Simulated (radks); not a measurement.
# The Coulomb parameter U of the 4d shell of Ru

Aim: U as the second difference [E(n + 0.5) + E(n − 0.5) − 2E(n)]/0.5², with all orbitals relaxed. Bare: the atom's charge changes with n. Screened: the 5s shell takes up the change. The start is a model configuration, not necessarily the ground state.

Method: scalar-relativistic Kohn-Sham, r2SCAN, spin-unpolarised, spherical densities, finite nucleus. Code: radks (a radial shooting solver on a logarithmic mesh, Libxc functionals) version 1.

### 1 What is computed

| Quantity | Value |
| --- | --- |
| element | ruthenium (Z = 44) |
| charge | 0 |
| electrons | 44 |
| configuration | [Kr] 4d7 5s1 |
| nuclear rms radius | 4.4809 fm |

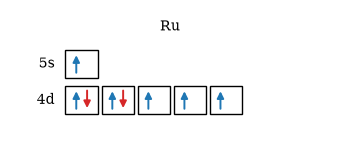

Outer shells as boxes.

In the logs a row gives level, spin channel, occupation and eigenvalue; Etot, Ekin, Encl (electron-nucleus), Eh (Hartree) and Exc are energies, all in hartree; err is the last residual, it the number of iterations.

### 2 Start: [Kr] 4d7 5s1

Input:

```text
Z 44
configuration [Kr] 4d7 5s1
relativity scalar-relativistic
functional r2scan,r2scan
spin unpolarised
nucleus finite rms 4.4809 fm
c 137.035999084
```

The log of the run:

```text
1s      1   2.0000        -807.86954202
2s      1   2.0000        -116.63203497
2p      1   6.0000        -104.35870157
3s      1   2.0000         -20.74568453
3p      1   6.0000         -16.67542121
3d      1  10.0000         -10.14463012
4s      1   2.0000          -2.88687901
4p      1   6.0000          -1.75786025
4d      1   7.0000          -0.19370243
5s      1   1.0000          -0.15271238
Etot -4531.2961106492285
Ekin 4685.83411981306
Encl -10930.587130495227
Eh 1847.2831227204483
Exc -133.82622268750976
err 3.3490163198848115e-07
it 13
```

5s is the highest filled level (-4.156 eV).

Radial moments (bohr):

```csv
level,occupation,energy (eV),<r>,outermost maximum (interpolated),90 % within,nodes
2p,6,-2839.7,0.1270,0.0983,0.207,0
3s,2,-564.52,0.4017,0.361,0.592,2
3p,6,-453.76,0.4024,0.355,0.606,1
3d,10,-276.05,0.3841,0.302,0.611,0
4s,2,-78.556,1.023,0.916,1.49,3
4p,6,-47.834,1.132,0.984,1.68,2
4d,7,-5.271,1.694,1.21,2.79,1
5s,1,-4.156,3.392,2.76,5.14,4
```

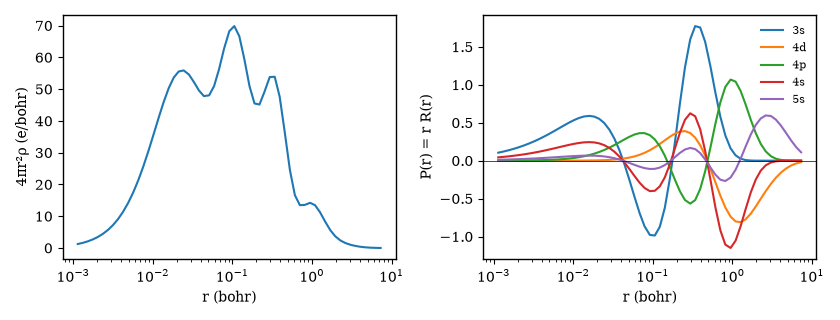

Radial density (left) and radial functions of outer levels (right).

### 3 Bare +0.5: [Kr] 4d7.5 5s1

Input: that of step 2 with these lines changed.

```diff
@@ -1,3 +1,3 @@
 Z 44
-configuration [Kr] 4d7 5s1
+configuration [Kr] 4d7.5 5s1
 relativity scalar-relativistic
```

The log of the run:

```text
1s      1   2.0000        -807.70479061
2s      1   2.0000        -116.46561724
2p      1   6.0000        -104.19237206
3s      1   2.0000         -20.57916535
3p      1   6.0000         -16.50889125
3d      1  10.0000          -9.97801791
4s      1   2.0000          -2.72163445
4p      1   6.0000          -1.59426650
4d      1   7.5000          -0.04212366
5s      1   1.0000          -0.04069475
Etot -4531.353778366683
Ekin 4685.874929108044
Encl -10937.78068520515
Eh 1854.512526382347
Exc -133.96054865192332
err 1.0735498221108866e-06
it 13
```

E − E(step 2, start: [Kr] 4d7 5s1) = -1.569 eV. The top filled level is 5s, -1.107 eV.

### 4 Bare -0.5: [Kr] 4d6.5 5s1

Input: that of step 3 with these lines changed.

```diff
@@ -1,3 +1,3 @@
 Z 44
-configuration [Kr] 4d7.5 5s1
+configuration [Kr] 4d6.5 5s1
 relativity scalar-relativistic
```

The log of the run:

```text
1s      1   2.0000        -808.06655820
2s      1   2.0000        -116.83118170
2p      1   6.0000        -104.55775556
3s      1   2.0000         -20.94450546
3p      1   6.0000         -16.87425194
3d      1  10.0000         -10.34360331
4s      1   2.0000          -3.08244669
4p      1   6.0000          -1.95095474
4d      1   6.5000          -0.37183927
5s      1   1.0000          -0.28294017
Etot -4531.15566109099
Ekin 4685.713706124441
Encl -10921.984570330991
Eh 1838.7716998331148
Exc -133.65649671755466
err 2.9261057793132977e-07
it 13
```

E − E(step 2, start: [Kr] 4d7 5s1) = +3.822 eV. 5s is the highest filled level (-7.699 eV).

### 5 Screened +0.5: [Kr] 4d7.5 5s0.5

Input: that of step 4 with these lines changed.

```diff
@@ -1,3 +1,3 @@
 Z 44
-configuration [Kr] 4d6.5 5s1
+configuration [Kr] 4d7.5 5s0.5
 relativity scalar-relativistic
```

The log of the run:

```text
1s      1   2.0000        -807.81123674
2s      1   2.0000        -116.57050279
2p      1   6.0000        -104.29730920
3s      1   2.0000         -20.68451592
3p      1   6.0000         -16.61423888
3d      1  10.0000         -10.08325129
4s      1   2.0000          -2.82914528
4p      1   6.0000          -1.70280206
4d      1   7.5000          -0.15107911
5s      1   0.5000          -0.13109931
Etot -4531.3113851194885
Ekin 4685.833452392475
Encl -10933.027396578778
Eh 1849.7946038778337
Exc -133.9120448110184
err 1.3764172276693085e-07
it 13
```

Energy against step 2 (start: [Kr] 4d7 5s1): -0.416 eV. The top filled level is 5s, -3.567 eV.

### 6 Screened -0.5: [Kr] 4d6.5 5s1.5

Input: that of step 5 with these lines changed.

```diff
@@ -1,3 +1,3 @@
 Z 44
-configuration [Kr] 4d7.5 5s0.5
+configuration [Kr] 4d6.5 5s1.5
 relativity scalar-relativistic
```

The log of the run:

```text
1s      1   2.0000        -807.93327330
2s      1   2.0000        -116.69944488
2p      1   6.0000        -104.42596358
3s      1   2.0000         -20.81244122
3p      1   6.0000         -16.74219110
3d      1  10.0000         -10.21164200
4s      1   2.0000          -2.94898148
4p      1   6.0000          -1.81687997
4d      1   6.5000          -0.23935884
5s      1   1.5000          -0.17571574
Etot -4531.270041711883
Ekin 4685.825512717242
Encl -10927.926676380484
Eh 1844.5669201606038
Exc -133.73579820924513
err 4.765053169040191e-07
it 13
```

E − E(step 2, start: [Kr] 4d7 5s1) = +0.709 eV. 5s is the highest filled level (-4.781 eV).

### 7 All runs together

```csv
quantity,value (eV)
"U, bare",9.010
"U, screened by 5s",1.175
"F0(4d,4d), frozen orbitals",14.799
```

Relaxing the orbitals brings U down to 61 % of the Slater integral F0. Letting 5s compensate leaves 13 % of the bare value; this second difference measures U(4d,4d) + U(5s,5s) − 2U(4d,5s). The step up makes a negative ion, whose loosely bound charge lowers the bare value. A solid screens further than the bare atom, so the bare value is an upper guide for the U of a crystal.
